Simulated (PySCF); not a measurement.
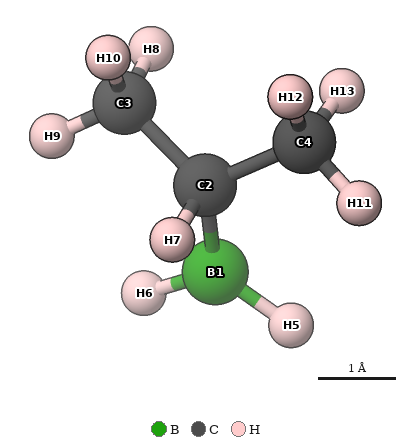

The structure (ball-and-stick view, seen at a tilt; atoms are numbered from 1 in the order of the input).

## What a change does: excited-state calculation on C3H9B

System: C3H9B.
Method of run A: TDDFT PBE0/def2-TZVP, vertical, gas phase, core orbitals frozen in the response (PySCF 2.14.0).

The geometry comes from this level: PBE0-D3(BJ)/def2-SVP. Text and figures count atoms from 1; the logs count them from 0 in places.

### Input file, run A
```
{"job": {"kind": "uv", "xc": "PBE0", "basis": "def2-TZVP"}, "charge": 0, "multiplicity": 1}
B      0.061529     1.207917    -0.466950
C     -0.014848    -0.341704    -0.473837
C     -1.360414    -0.974835    -0.133066
C      1.167573    -1.097591     0.125538
H      1.134753     1.769276    -0.422620
H     -0.938480     1.873177    -0.630602
H      0.098069    -0.380162    -1.595324
H     -1.545144    -0.930420     0.952609
H     -2.193732    -0.455742    -0.629521
H     -1.398815    -2.037538    -0.423647
H      2.129637    -0.669746    -0.192553
H      1.157690    -2.163748    -0.154608
H      1.136010    -1.054252     1.226500
```

The first line tells a small driver script what to run in PySCF; the rest is the geometry in Å.

Command:
```bash
OMP_NUM_THREADS=1 python <driver script> task.json out
```

Hardware: 1 CPU thread, shared host.

### Output (run A)
```
coarse grid: 9928 points
cycle   1  E = -144.3895791762  dE =  2.152e-02  |g| = 3.621e-01  |ddm| = 2.269e+00
cycle   2  E = -144.3802147570  dE =  9.364e-03  |g| = 4.171e-01  |ddm| = 6.113e-01
cycle   3  E = -144.4260963728  dE = -4.588e-02  |g| = 3.455e-02  |ddm| = 3.311e-01
cycle   4  E = -144.4263444937  dE = -2.481e-04  |g| = 1.642e-02  |ddm| = 3.500e-02
cycle   5  E = -144.4264108021  dE = -6.631e-05  |g| = 2.954e-03  |ddm| = 1.134e-02
cycle   6  E = -144.4264126098  dE = -1.808e-06  |g| = 7.933e-04  |ddm| = 2.246e-03
final grid: 93184 points
cycle   7  E = -144.4177822960  dE = -4.995e-05  |g| = 6.949e-03  |ddm| = 5.865e-02
cycle   8  E = -144.4177772992  dE =  4.997e-06  |g| = 8.188e-03  |ddm| = 1.110e-02
cycle   9  E = -144.4177945179  dE = -1.722e-05  |g| = 5.268e-04  |ddm| = 5.664e-03
cycle  10  E = -144.4177945827  dE = -6.479e-08  |g| = 1.681e-04  |ddm| = 4.824e-04
cycle  11  E = -144.4177945891  dE = -6.355e-09  |g| = 4.054e-05  |ddm| = 1.256e-04
cycle  12  E = -144.4177945894  dE = -3.715e-10  |g| = 8.975e-06  |ddm| = 3.647e-05
converged SCF energy = -144.4177945894

Static polarisability (au): isotropic 52.702, principal 44.554 55.665 57.889

Singlet excitations
state   eV       nm        f      main configurations
  1   5.4609    227.0   0.00647   H->L 0.97
  2   5.9157    209.6   0.00118   H-1->L 0.97
  3   7.2363    171.3   0.00171   H-3->L 0.96
  4   7.2704    170.5   0.04608   H-2->L 0.96
  5   8.1124    152.8   0.02755   H->L+1 0.99
  6   8.3425    148.6   0.00129   H-4->L 1.00
  7   8.8391    140.3   0.03625   H-1->L+1 0.98
  8   9.0509    137.0   0.00171   H-6->L 0.97
  9   9.0856    136.5   0.00442   H-5->L 0.83, H->L+2 0.14
 10   9.3221    133.0   0.07869   H->L+2 0.81, H-5->L 0.14

Triplet excitations (Tamm-Dancoff, eV): 4.8266 5.2168 6.7586 7.1111
```

The input of run B differs as follows (lines with − go, lines with + come):
```diff
-"basis": "def2-TZVP"
+"basis": "aug-cc-pVDZ"
```

Predict how the results change.

The total energy of run B is 23.1 kcal/mol higher, which measures the change of basis and not a stability. The LUMO goes from −1.17 to −1.22 eV. The lowest excitation goes from 5.46 to 5.43 eV. The strongest computed line goes from 9.32 to 7.28 eV. The number of SCF iterations is the same. The basis functions go from 178 to 173.

### Output (run B)
```
coarse grid: 9928 points
cycle   1  E = -144.3381541410  dE =  4.810e-02  |g| = 3.439e-01  |ddm| = 8.382e+00
cycle   2  E = -144.3297413015  dE =  8.413e-03  |g| = 3.947e-01  |ddm| = 1.758e+00
cycle   3  E = -144.3723910780  dE = -4.265e-02  |g| = 3.212e-02  |ddm| = 7.736e-01
cycle   4  E = -144.3726313541  dE = -2.403e-04  |g| = 1.363e-02  |ddm| = 1.083e-01
cycle   5  E = -144.3726791792  dE = -4.783e-05  |g| = 2.679e-03  |ddm| = 3.646e-02
cycle   6  E = -144.3726808073  dE = -1.628e-06  |g| = 6.878e-04  |ddm| = 7.706e-03
final grid: 93184 points
cycle   7  E = -144.3809958818  dE = -2.431e-05  |g| = 7.083e-03  |ddm| = 1.863e-01
cycle   8  E = -144.3809900372  dE =  5.845e-06  |g| = 8.547e-03  |ddm| = 3.411e-02
cycle   9  E = -144.3810097332  dE = -1.970e-05  |g| = 4.800e-04  |ddm| = 1.661e-02
cycle  10  E = -144.3810097940  dE = -6.075e-08  |g| = 1.103e-04  |ddm| = 1.528e-03
cycle  11  E = -144.3810097968  dE = -2.761e-09  |g| = 3.373e-05  |ddm| = 3.498e-04
cycle  12  E = -144.3810097970  dE = -2.901e-10  |g| = 7.145e-06  |ddm| = 1.115e-04
converged SCF energy = -144.3810097970

Static polarisability (au): isotropic 55.050, principal 46.918 58.231 60.001

Singlet excitations
state   eV       nm        f      main configurations
  1   5.4294    228.4   0.00644   H->L 0.96
  2   5.8823    210.8   0.00141   H-1->L 0.96
  3   7.1896    172.4   0.00282   H-3->L 0.91
  4   7.1967    172.3   0.01088   H-2->L 0.69, H->L+1 0.23
  5   7.2757    170.4   0.06984   H->L+1 0.73, H-2->L 0.23
  6   7.9250    156.4   0.03723   H->L+3 0.97
  7   7.9469    156.0   0.00217   H->L+2 0.79, H-1->L+1 0.19
  8   7.9681    155.6   0.05342   H-1->L+1 0.77, H->L+2 0.20
  9   8.1189    152.7   0.00256   H->L+4 0.98
 10   8.2845    149.7   0.00114   H-4->L 0.99

Triplet excitations (Tamm-Dancoff, eV): 4.8038 5.1877 6.7220 7.0669
```

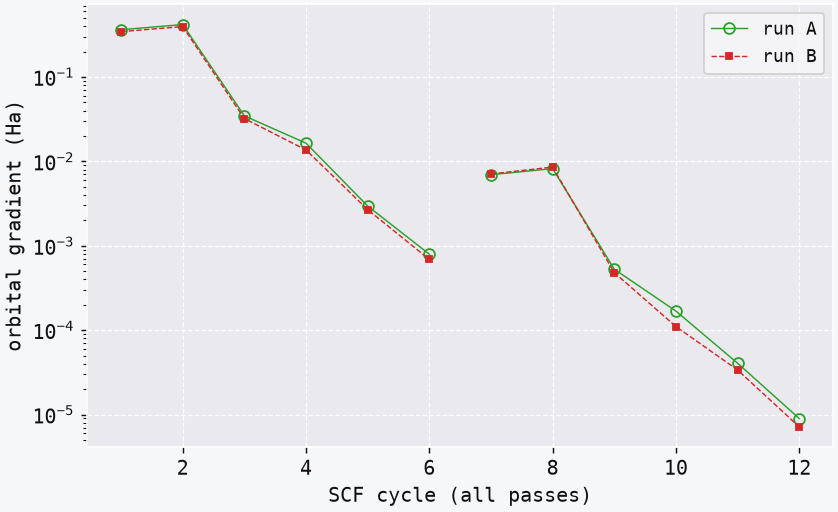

Convergence of the two runs: orbital gradient against the SCF cycle. A break in a curve parts two SCF passes (coarse and final grid). Run A takes 12 cycles in all, and run B takes 12.

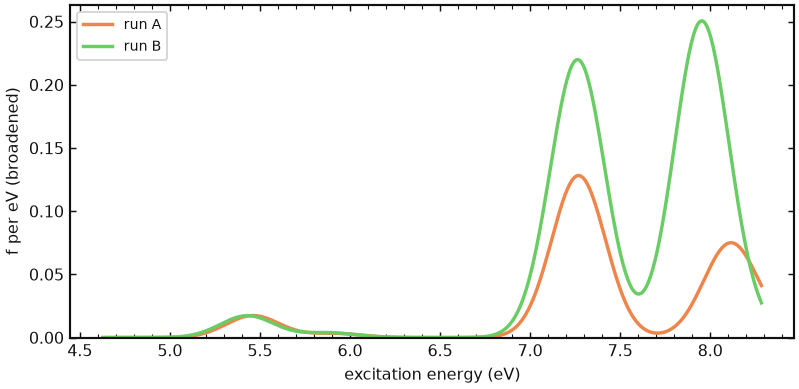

Absorption of the two runs from their computed states, each broadened by a Gaussian of 0.35 eV full width; the range ends where the shorter list of states ends.

### The two runs side by side

```tsv
quantity	run A	run B
outcome	converged	converged
total energy (hartree)	−144.417795	−144.381010
HOMO (eV)	−8.30	−8.29
LUMO (eV)	−1.17	−1.22
dipole moment (D)	0.70	0.69
lowest excitation (eV)	5.46	5.43
SCF iterations	12	12
strongest computed line (eV)	9.32	7.28
basis functions	178	173
wall time (shared host)	29 s	29 s
```
